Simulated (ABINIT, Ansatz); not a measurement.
# A GW chain in ABINIT: AlGaN2 (P-4m2), part 2 of 3

Wanted: ground state, empty states, screening and self-energy for AlGaN2 (P-4m2).

ABINIT 10.8.3; LDA and many-body steps on it, plane waves. Known limits of the many-body steps: not at the basis limit; no spin-orbit coupling; coarse k mesh.

So far. Step 2 (Ground state): The gap is direct, at Γ.

## (3) Bands along the symmetry lines

Level of this step: DFT, LDA, plane waves, norm-conserving pseudopotentials (ABINIT).

Levels along a band path, at the cheap level, show where the edges lie and whether the meshes to come will hold them.

File run.abi:

```
acell 3*1.0 Angstrom
rprim 
  3.140877048700 0.000000000000 0.000000000000
  0.000000000000 3.140877048700 0.000000000000
  0.000000000000 0.000000000000 4.423837940000
ntypat 3
znucl 13 31 7
natom 4
typat 1 2 3 3
xred 
  0.500000000000 0.500000000000 0.500000000000
  0.000000000000 0.000000000000 0.000000000000
  0.500000000000 0.000000000000 0.738264810000
  0.000000000000 0.500000000000 0.261735190000
pp_dirpath "pseudos"
pseudos "Al.upf, Ga.upf, N.upf"
ecut 45
iscf -2
irdden 1
kptopt 0
nkpt 75
kpt 
  0.00000000 0.00000000 0.00000000
  0.00000000 0.06250000 0.00000000
  0.00000000 0.12500000 0.00000000
  0.00000000 0.18750000 0.00000000
  0.00000000 0.25000000 0.00000000
  0.00000000 0.31250000 0.00000000
  0.00000000 0.37500000 0.00000000
  0.00000000 0.43750000 0.00000000
  0.00000000 0.50000000 0.00000000
  0.06250000 0.50000000 0.00000000
  0.12500000 0.50000000 0.00000000
  0.18750000 0.50000000 0.00000000
  0.25000000 0.50000000 0.00000000
  0.31250000 0.50000000 0.00000000
  0.37500000 0.50000000 0.00000000
  0.43750000 0.50000000 0.00000000
  0.50000000 0.50000000 0.00000000
  0.43750000 0.43750000 0.00000000
  0.37500000 0.37500000 0.00000000
  0.31250000 0.31250000 0.00000000
  0.25000000 0.25000000 0.00000000
  0.18750000 0.18750000 0.00000000
  0.12500000 0.12500000 0.00000000
  0.06250000 0.06250000 0.00000000
  0.00000000 0.00000000 0.00000000
  0.00000000 0.00000000 0.06250000
  0.00000000 0.00000000 0.12500000
  0.00000000 0.00000000 0.18750000
  0.00000000 0.00000000 0.25000000
  0.00000000 0.00000000 0.31250000
  0.00000000 0.00000000 0.37500000
  0.00000000 0.00000000 0.43750000
  0.00000000 0.00000000 0.50000000
  0.00000000 0.06250000 0.50000000
  0.00000000 0.12500000 0.50000000
  0.00000000 0.18750000 0.50000000
  0.00000000 0.25000000 0.50000000
  0.00000000 0.31250000 0.50000000
  0.00000000 0.37500000 0.50000000
  0.00000000 0.43750000 0.50000000
  0.00000000 0.50000000 0.50000000
  0.06250000 0.50000000 0.50000000
  0.12500000 0.50000000 0.50000000
  0.18750000 0.50000000 0.50000000
  0.25000000 0.50000000 0.50000000
  0.31250000 0.50000000 0.50000000
  0.37500000 0.50000000 0.50000000
  0.43750000 0.50000000 0.50000000
  0.50000000 0.50000000 0.50000000
  0.43750000 0.43750000 0.50000000
  0.37500000 0.37500000 0.50000000
  0.31250000 0.31250000 0.50000000
  0.25000000 0.25000000 0.50000000
  0.18750000 0.18750000 0.50000000
  0.12500000 0.12500000 0.50000000
  0.06250000 0.06250000 0.50000000
  0.00000000 0.00000000 0.50000000
  0.00000000 0.50000000 0.00000000
  0.00000000 0.50000000 0.06250000
  0.00000000 0.50000000 0.12500000
  0.00000000 0.50000000 0.18750000
  0.00000000 0.50000000 0.25000000
  0.00000000 0.50000000 0.31250000
  0.00000000 0.50000000 0.37500000
  0.00000000 0.50000000 0.43750000
  0.00000000 0.50000000 0.50000000
  0.50000000 0.50000000 0.00000000
  0.50000000 0.50000000 0.06250000
  0.50000000 0.50000000 0.12500000
  0.50000000 0.50000000 0.18750000
  0.50000000 0.50000000 0.25000000
  0.50000000 0.50000000 0.31250000
  0.50000000 0.50000000 0.37500000
  0.50000000 0.50000000 0.43750000
  0.50000000 0.50000000 0.50000000
istwfk *1
nband 24
nbdbuf 2
tolwfr 1e-08
nstep 40
prtwf 0
prtvol 0
indata_prefix "in"
outdata_prefix "out"
tmpdata_prefix "tmp"
```

The run is started by

```bash
$ OMP_NUM_THREADS=1 mpirun -n 4 abinit run.abi > log
```

Numbers of over 12 decimals in the logs are rounded to 6 here.

Log:

```text
.Version 10.8.3 of ABINIT. v10.8.2 released Aug 2026.

 Symmetries : space group P-4 m 2 (#115); Bravais tP (primitive tetrag.)
[... echo of the input left out ...]
== DATASET  1 ==================================================================
-   mpi_nproc: 4, omp_nthreads: 1 (-1 if OMP is not activated)

--- !DatasetInfo
iteration_state: {dtset: 1, }
dimensions: {natom: 4, nkpt: 75, mband: 24, nsppol: 1, nspinor: 1, nspden: 1, mpw: 4300, }
cutoff_energies: {ecut:  45.0, pawecutdg:  -1.0, }
electrons: {nelect:   3.40000000E+01, charge:   0.00000000E+00, occopt:   1.00000000E+00, tsmear:   1.00000000E-02, }

 Real(R)+Recip(G) space primitive vectors, cartesian coordinates (Bohr,Bohr^-1):
 R(1)=  5.9353974  0.0000000  0.0000000  G(1)=  0.1684807  0.0000000  0.0000000
 R(2)=  0.0000000  5.9353974  0.0000000  G(2)=  0.0000000  0.1684807  0.0000000
 R(3)=  0.0000000  0.0000000  8.3598421  G(3)=  0.0000000  0.0000000  0.1196195
 Unit cell volume ucvol=  2.9450840E+02 bohr^3
 Angles (23,13,12)=  9.00000000E+01  9.00000000E+01  9.00000000E+01 degrees

 getcut: wavevector=  0.0000  0.0000  0.0000  ngfft=  36  36  54
         ecut(hartree)=     45.000   => boxcut(ratio)=   2.00854

--- Pseudopotential description ------------------------------------------------
- Al Generated using ONCVPSP code by D. R. Hamann
- 13.00000   3.00000  180309                  znucl, zion, pspdat
12 -1012 2 -1 1854                            pspcod,pspxc,lmax,lloc,mmax
     nproj     2     2     2
  pspatm : epsatm=    0.57439143
         --- l  ekb(1:nproj) -->
             0    5.725870    0.726131
             1    6.190420    0.914022
             2   -4.229503   -0.925599
 pspatm: atomic psp has been read  and splines computed

- Ga Generated using ONCVPSP code by D. R. Hamann
- 31.00000  21.00000  180309                  znucl, zion, pspdat
12 -1012 2 -1 1858                            pspcod,pspxc,lmax,lloc,mmax
     nproj     2     2     2
  pspatm : epsatm=   21.89818218
         --- l  ekb(1:nproj) -->
[...]
pspatm: atomic psp has been read  and splines computed

- N Generated using ONCVPSP code by D. R. Hamann
-  7.00000   5.00000  180309                  znucl, zion, pspdat
12 -1012 1 -1 1058                            pspcod,pspxc,lmax,lloc,mmax
     nproj     2     2     0
  pspatm : epsatm=    5.30777321
         --- l  ekb(1:nproj) -->
[...]
pspatm: atomic psp has been read  and splines computed

--------------------------------------------------------------------------------

================================================================================
 prteigrs : about to open file out_EIG
 Non-SCF case, kpt    1 (  0.00000  0.00000  0.00000), residuals and eigenvalues=
  6.38E-09  4.02E-09  8.68E-09  2.43E-09  3.84E-09  6.04E-09  2.43E-09  3.84E-09
  5.25E-09  6.29E-09  2.25E-09  3.32E-09  3.26E-09  5.98E-09  3.48E-09  2.19E-09
[...]
Non-SCF case, kpt    3 (  0.00000  0.12500  0.00000), residuals and eigenvalues=
[...]
Non-SCF case, kpt   74 (  0.50000  0.50000  0.43750), residuals and eigenvalues=
[...]
Non-SCF case, kpt   75 (  0.50000  0.50000  0.50000), residuals and eigenvalues=
[...]
6.0685E-02  7.5762E-02  1.0252E-01  1.0332E-01  1.0332E-01  4.4774E-01
  4.4774E-01  5.4006E-01  6.1685E-01  6.2581E-01  6.2581E-01  6.4374E-01

--- !ResultsGS
iteration_state: {dtset: 1, }
comment   : Summary of ground state results
lattice_vectors:
- [  5.9353974,   0.0000000,   0.0000000, ]
- [  0.0000000,   5.9353974,   0.0000000, ]
- [  0.0000000,   0.0000000,   8.3598421, ]
lattice_lengths: [   5.93540,    5.93540,    8.35984, ]
lattice_angles: [ 90.000,  90.000,  90.000, ] # degrees, (23, 13, 12)
lattice_volume:   2.9450840E+02
convergence: {deltae:  0.000E+00, res2:  0.000E+00, residm:  9.998E-09, diffor:  0.000E+00, }
etotal    :  -2.71191025E+02
entropy   :   0.00000000E+00
fermie    :   2.22581525E-01
cartesian_stress_tensor: null
pressure_GPa: null
xred      :
- [  5.0000E-01,   5.0000E-01,   5.0000E-01, Al]
- [  0.0000E+00,   0.0000E+00,   0.0000E+00, Ga]
- [  5.0000E-01,   0.0000E+00,   7.3826E-01,  N]
- [  0.0000E+00,   5.0000E-01,   2.6174E-01,  N]
cartesian_forces: null
force_length_stats: {min: null, max: null, mean: null, }

 Integrated electronic density in atomic spheres:
 ------------------------------------------------
 Atom  Sphere_radius  Integrated_density
[...]
================================================================================

 ----iterations are completed or convergence reached----

 Mean square residual over all n,k,spin=   53.654E-10; max=  99.980E-10
 reduced coordinates (array xred) for    4 atoms
[...]
0.500000000000      0.000000000000      0.738264810000
       0.000000000000      0.500000000000      0.261735190000

 cartesian coordinates (angstrom) at end:
    1      1.570439     1.570439     2.211919
    2      0.000000     0.000000     0.000000
    3      1.570439     0.000000     3.265964
    4      0.000000     1.570439     1.157874
 length scales=  1.889726125908  1.889726125908  1.889726125908 bohr
              =  1.000000000000  1.000000000000  1.000000000000 angstroms
 prteigrs : about to open file out_EIG
 Eigenvalues (hartree) for nkpt=  75  k points:
 kpt#   1, nband= 24, wtk=  1.00000, kpt=  0.0000  0.0000  0.0000 (reduced coord)
[...]
kpt#   2, nband= 24, wtk=  1.00000, kpt=  0.0000  0.0625  0.0000 (reduced coord)
[...]
kpt#   3, nband= 24, wtk=  1.00000, kpt=  0.0000  0.1250  0.0000 (reduced coord)
[...]
kpt#  74, nband= 24, wtk=  1.00000, kpt=  0.5000  0.5000  0.4375 (reduced coord)
[...]
kpt#  75, nband= 24, wtk=  1.00000, kpt=  0.5000  0.5000  0.5000 (reduced coord)
[...]
-0.25557   -0.19461   -0.19461    0.02915    0.06069    0.07576    0.10252    0.10332
   0.10332    0.44774    0.44774    0.54006    0.61685    0.62581    0.62581    0.64374

== END DATASET(S) ==============================================================
================================================================================

 -outvars: echo values of variables after computation  --------
            nband          24
             nkpt          75
          spgroup         115
 [... the other variables as echoed above ...]

 Calculation completed.
```

Elapsed: 45 s, on 4 MPI ranks of Arm Neoverse V1, shared host; peak memory 0.37 GiB; 3 min of CPU time.

Numbers from this step:

* gap: 2.872 eV
* k of the valence top: 0, 0, 0
* k of the conduction bottom: 0, 0, 0
* least direct gap: 2.872 eV

The gap is 2.872 eV, as in the run before at this level.

Electronic bands along the path, in eV, zero at the top of the highest filled band:

```tsv
point	band 14	band 15	band 16	band 17	band 18	band 19	band 20	band 21
Γ	-2.34	-0.24	0.00	0.00	2.87	3.53	7.47	11.10
X	-2.96	-2.91	-0.99	-0.69	7.00	7.07	7.96	8.29
M	-2.29	-2.27	-2.27	-2.27	3.27	3.27	6.16	8.64
Γ	-2.34	-0.24	0.00	0.00	2.87	3.53	7.47	11.10
Z	-1.56	-1.56	-1.01	-1.01	5.21	5.34	7.78	9.10
R	-0.97	-0.87	-0.62	-0.57	5.10	6.49	9.08	9.36
A	-4.00	-3.27	-3.25	-3.25	6.13	6.13	8.64	10.73
Z	-1.56	-1.56	-1.01	-1.01	5.21	5.34	7.78	9.10
jump to X	-2.96	-2.91	-0.99	-0.69	7.00	7.07	7.96	8.29
R	-0.97	-0.87	-0.62	-0.57	5.10	6.49	9.08	9.36
jump to M	-2.29	-2.27	-2.27	-2.27	3.27	3.27	6.16	8.64
A	-4.00	-3.27	-3.25	-3.25	6.13	6.13	8.64	10.73
```

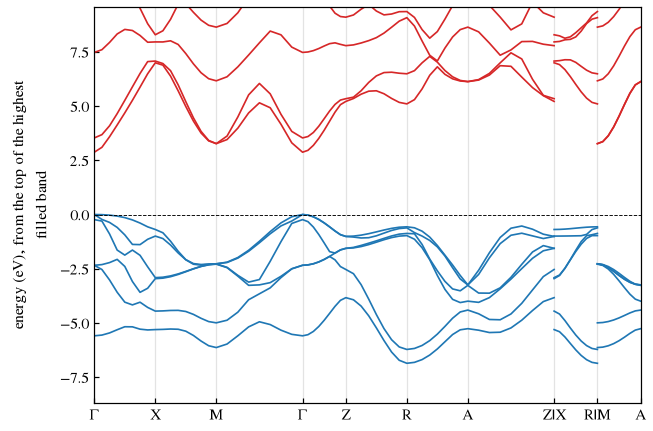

Electronic bands along the path; lines of filled and empty bands in two colours.

## (4) Empty states on the mesh, 4×4×2 mesh, 95 bands

The sums over transitions need many empty states on a uniform mesh; this step solves for them.

File run.abi:

```
acell 3*1.0 Angstrom
rprim 
  3.140877048700 0.000000000000 0.000000000000
  0.000000000000 3.140877048700 0.000000000000
  0.000000000000 0.000000000000 4.423837940000
ntypat 3
znucl 13 31 7
natom 4
typat 1 2 3 3
xred 
  0.500000000000 0.500000000000 0.500000000000
  0.000000000000 0.000000000000 0.000000000000
  0.500000000000 0.000000000000 0.738264810000
  0.000000000000 0.500000000000 0.261735190000
pp_dirpath "pseudos"
pseudos "Al.upf, Ga.upf, N.upf"
ecut 45
ngkpt 4 4 2
nshiftk 1
shiftk 0 0 0
kptopt 1
chksymbreak 0
iscf -2
irdden 1
istwfk *1
nband 95
nbdbuf 8
tolwfr 1e-09
nstep 60
prtvol 0
indata_prefix "in"
outdata_prefix "out"
tmpdata_prefix "tmp"
```

Log:

```text
.Version 10.8.3 of ABINIT. v10.8.2 released Aug 2026.

 Symmetries : space group P-4 m 2 (#115); Bravais tP (primitive tetrag.)
[... echo of the input left out ...]
== DATASET  1 ==================================================================
-   mpi_nproc: 4, omp_nthreads: 1 (-1 if OMP is not activated)

--- !DatasetInfo
iteration_state: {dtset: 1, }
dimensions: {natom: 4, nkpt: 12, mband: 95, nsppol: 1, nspinor: 1, nspden: 1, mpw: 4296, }
cutoff_energies: {ecut:  45.0, pawecutdg:  -1.0, }
electrons: {nelect:   3.40000000E+01, charge:   0.00000000E+00, occopt:   1.00000000E+00, tsmear:   1.00000000E-02, }

 Real(R)+Recip(G) space primitive vectors, cartesian coordinates (Bohr,Bohr^-1):
 R(1)=  5.9353974  0.0000000  0.0000000  G(1)=  0.1684807  0.0000000  0.0000000
 R(2)=  0.0000000  5.9353974  0.0000000  G(2)=  0.0000000  0.1684807  0.0000000
 R(3)=  0.0000000  0.0000000  8.3598421  G(3)=  0.0000000  0.0000000  0.1196195
 Unit cell volume ucvol=  2.9450840E+02 bohr^3
 Angles (23,13,12)=  9.00000000E+01  9.00000000E+01  9.00000000E+01 degrees

 getcut: wavevector=  0.0000  0.0000  0.0000  ngfft=  36  36  54
         ecut(hartree)=     45.000   => boxcut(ratio)=   2.00854

--- Pseudopotential description ------------------------------------------------
- Al Generated using ONCVPSP code by D. R. Hamann
- 13.00000   3.00000  180309                  znucl, zion, pspdat
12 -1012 2 -1 1854                            pspcod,pspxc,lmax,lloc,mmax
     nproj     2     2     2
  pspatm : epsatm=    0.57439143
         --- l  ekb(1:nproj) -->
             0    5.725870    0.726131
             1    6.190420    0.914022
             2   -4.229503   -0.925599
 pspatm: atomic psp has been read  and splines computed

- Ga Generated using ONCVPSP code by D. R. Hamann
- 31.00000  21.00000  180309                  znucl, zion, pspdat
12 -1012 2 -1 1858                            pspcod,pspxc,lmax,lloc,mmax
     nproj     2     2     2
  pspatm : epsatm=   21.89818218
         --- l  ekb(1:nproj) -->
[...]
pspatm: atomic psp has been read  and splines computed

- N Generated using ONCVPSP code by D. R. Hamann
-  7.00000   5.00000  180309                  znucl, zion, pspdat
12 -1012 1 -1 1058                            pspcod,pspxc,lmax,lloc,mmax
     nproj     2     2     0
  pspatm : epsatm=    5.30777321
         --- l  ekb(1:nproj) -->
[...]
pspatm: atomic psp has been read  and splines computed

--------------------------------------------------------------------------------

================================================================================
 prteigrs : about to open file out_EIG
 Non-SCF case, kpt    1 (  0.00000  0.00000  0.00000), residuals and eigenvalues=
  1.90E-10  3.43E-10  5.58E-10  4.60E-10  9.23E-11  4.02E-10  2.82E-10  7.50E-10
  6.56E-10  3.51E-10  2.98E-10  5.03E-10  2.04E-10  3.24E-10  6.92E-10  4.08E-10
  7.01E-10  9.64E-10  6.87E-10  4.60E-10  3.28E-10  6.74E-10  1.90E-10  8.88E-10
[...]
9.47E-10  3.00E-07  6.90E-10  1.28E-06  1.58E-05  1.14E-05  8.35E-10
 -4.9637E+00 -3.1689E+00 -3.1689E+00 -3.1685E+00 -3.4131E-01 -2.9483E-01
 -2.6179E-01 -2.6179E-01 -2.6023E-01 -2.5465E-01 -2.0369E-01  1.7057E-02
  1.3656E-01  1.3656E-01  2.1393E-01  2.2258E-01  2.2258E-01  3.2813E-01
[...]
2.6295E+00  2.6346E+00  2.6346E+00  2.6876E+00  2.6936E+00  2.7542E+00
  2.7569E+00  2.7907E+00  2.8125E+00  2.8125E+00  2.8398E+00  2.8440E+00
  2.8513E+00  2.8513E+00  2.8539E+00  2.8751E+00  2.8839E+00
 prteigrs : prtvol=0 or 1, do not print more k-points.

--- !ResultsGS
iteration_state: {dtset: 1, }
comment   : Summary of ground state results
lattice_vectors:
- [  5.9353974,   0.0000000,   0.0000000, ]
- [  0.0000000,   5.9353974,   0.0000000, ]
- [  0.0000000,   0.0000000,   8.3598421, ]
lattice_lengths: [   5.93540,    5.93540,    8.35984, ]
lattice_angles: [ 90.000,  90.000,  90.000, ] # degrees, (23, 13, 12)
lattice_volume:   2.9450840E+02
convergence: {deltae:  0.000E+00, res2:  0.000E+00, residm:  9.984E-10, diffor:  0.000E+00, }
etotal    :  -2.71191025E+02
entropy   :   0.00000000E+00
fermie    :   2.22581525E-01
cartesian_stress_tensor: null
pressure_GPa: null
xred      :
- [  5.0000E-01,   5.0000E-01,   5.0000E-01, Al]
- [  0.0000E+00,   0.0000E+00,   0.0000E+00, Ga]
- [  5.0000E-01,   0.0000E+00,   7.3826E-01,  N]
- [  0.0000E+00,   5.0000E-01,   2.6174E-01,  N]
cartesian_forces: null
force_length_stats: {min: null, max: null, mean: null, }

 Integrated electronic density in atomic spheres:
 ------------------------------------------------
 Atom  Sphere_radius  Integrated_density
[...]
================================================================================

 ----iterations are completed or convergence reached----

 Mean square residual over all n,k,spin=   48.137E-11; max=  99.840E-11
 reduced coordinates (array xred) for    4 atoms
[...]
0.500000000000      0.000000000000      0.738264810000
       0.000000000000      0.500000000000      0.261735190000

 cartesian coordinates (angstrom) at end:
    1      1.570439     1.570439     2.211919
    2      0.000000     0.000000     0.000000
    3      1.570439     0.000000     3.265964
    4      0.000000     1.570439     1.157874
 length scales=  1.889726125908  1.889726125908  1.889726125908 bohr
              =  1.000000000000  1.000000000000  1.000000000000 angstroms
 prteigrs : about to open file out_EIG
 Eigenvalues (hartree) for nkpt=  12  k points:
 kpt#   1, nband= 95, wtk=  0.03125, kpt=  0.0000  0.0000  0.0000 (reduced coord)
[...]
2.51452    2.51452    2.51618    2.58936    2.61148    2.61148    2.62952    2.63464
   2.63464    2.68761    2.69361    2.75421    2.75688    2.79065    2.81251    2.81251
   2.83976    2.84398    2.85133    2.85134    2.85388    2.87513    2.88390
 prteigrs : prtvol=0 or 1, do not print more k-points.

== END DATASET(S) ==============================================================
================================================================================

 -outvars: echo values of variables after computation  --------
            nband          95
             nkpt          12
          spgroup         115
 [... the other variables as echoed above ...]

 Calculation completed.
```

Wall time 37 s (4 MPI ranks); peak memory 0.34 GiB.

Numbers from this step:

- gap: 2.872 eV
- k of the valence top: 0, 0, 0
- k of the conduction bottom: 0, 0, 0
- least direct gap: 2.872 eV
- k points computed: 12
- lowest point of the top converged band, above the valence top: 66.3914 eV

On this mesh the gap is 2.872 eV.

(Continued in part 3 of 3.)

[Paths, hosts, dates, memory and timing lines, banners, echoed tables and standing remarks are left out of the program output.]

[Logs are printed without paths, hosts, clocks, repeated set-up lines and the standing remarks that a program may print on its own settings, such as how far it seeks lower states.]

[Runs of the session that timed out or met a known fault of the program may be left out.]

[Hosts, paths, dates, database ids (printed as entryN), source tags and the programs' standing remarks are cut or masked in the printed files.]

[G0W0 gaps are taken among the corrected bands and points alone; a level outside them can change the order at an edge.]

[Where Ansatz stands beside ABINIT at settings called matched, ABINIT's density can come from a denser mesh and the files from another edition; pairs whose starting gaps differed by over 0.03 eV were left out, so agreement reads better than it is.]
